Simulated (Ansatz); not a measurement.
# CH3Cl2Pb (charge −1): what the fields show

Input

```
basis:
  gaussian:
    orbitals: def2-TZVPD
crystal:
  periodic: [false, false, false]
  atoms:
    - {symbol: C, position_ang: [-1.142407, 1.625500, -0.960617]}
    - {symbol: Cl, position_ang: [-1.726093, 3.333260, -1.329641]}
    - {symbol: Cl, position_ang: [-0.478404, -1.315941, 0.892615]}
    - {symbol: Pb, position_ang: [-1.497697, 1.119126, 1.333352]}
    - {symbol: H, position_ang: [-1.717695, 0.969887, -1.629580]}
    - {symbol: H, position_ang: [-0.083707, 1.604924, -1.250805]}
    - {symbol: H, position_ang: [0.175179, 1.878222, 1.773750]}
total_charge: -1
hamiltonian:
  xc: pbe0
output:
  forces: true
  orbitals: {seedname: orbitals}
```

Command:

```sh
ansatz run input.yaml --threads 4 --pin off --max-ram 6960MiB --events-out events.jsonl --progress --plain --runs-dir runs
```

Geometry: r2SCAN-D4/def2-SVPD; core potentials replace the inner electrons of Pb.

Theory: isolated molecule in a Gaussian basis; Kohn-Sham density functional theory, functional PBE0 in Ansatz 0.2.0.

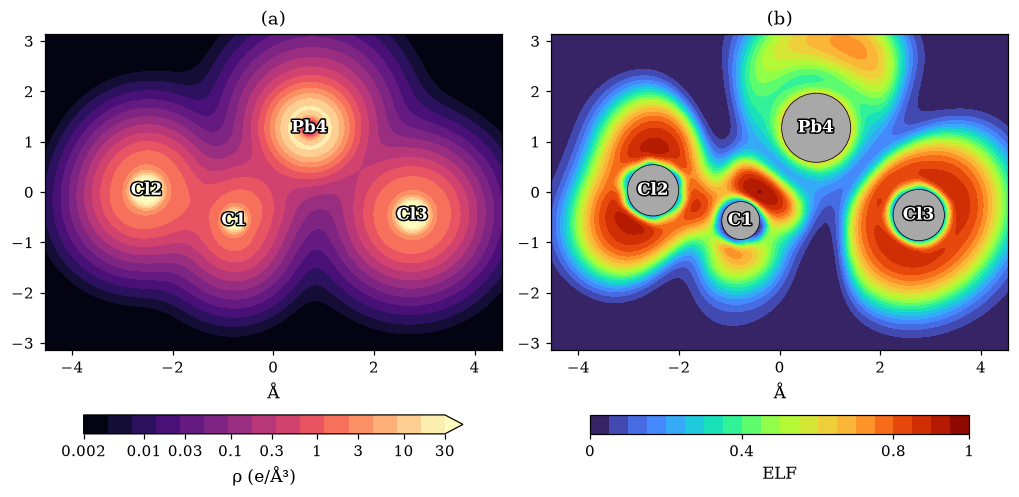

Figure 1. (a) electron density; (b) electron localisation function on the plane of atoms C1, Pb4 and Cl3. Grey discs cover the atomic cores in the ELF map.

### Interpret the plot.

The plane passes through C, Cl and Pb nuclei. C–Cl (1.84 Å): ρ is about 1.2 e/Å³ halfway; the ELF peaks at about 0.85 between the atoms (localised, covalent bonding). C–Pb (2.38 Å): ρ at the midpoint is about 0.53 e/Å³; the ELF peaks at about 0.95 in the valence shell of C, 0.7 Å from its nucleus, and drops to about 0.25 between the two atoms. Pb–Cl (2.68 Å): ρ at the midpoint is about 0.34 e/Å³; the ELF peaks at about 0.85 in the valence shell of Cl, 0.8 Å from its nucleus, and drops to about 0.15 between the two atoms. The ELF also peaks beside Cl3 and Cl2, away from the bonds: lone-pair regions.

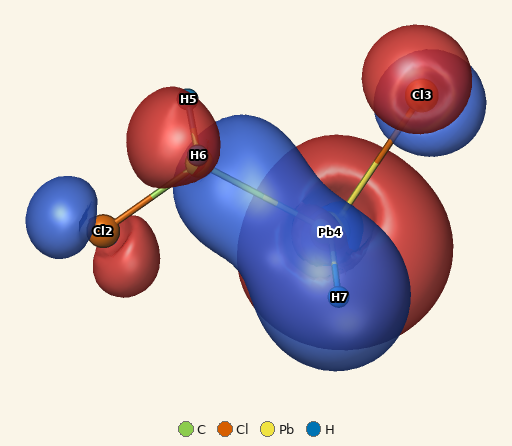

Figure 2. The HOMO at ±0.08 Å⁻³ᐟ² (blue and red are the two phases), seen across its widest extent.

### Where does this orbital lie, and at what energy?

It lies mainly on Pb4 (about 50 %), H7 (about 15 %), C1 (about 15 %) and Cl3 (about 10 %). Its energy is −1.96 eV.
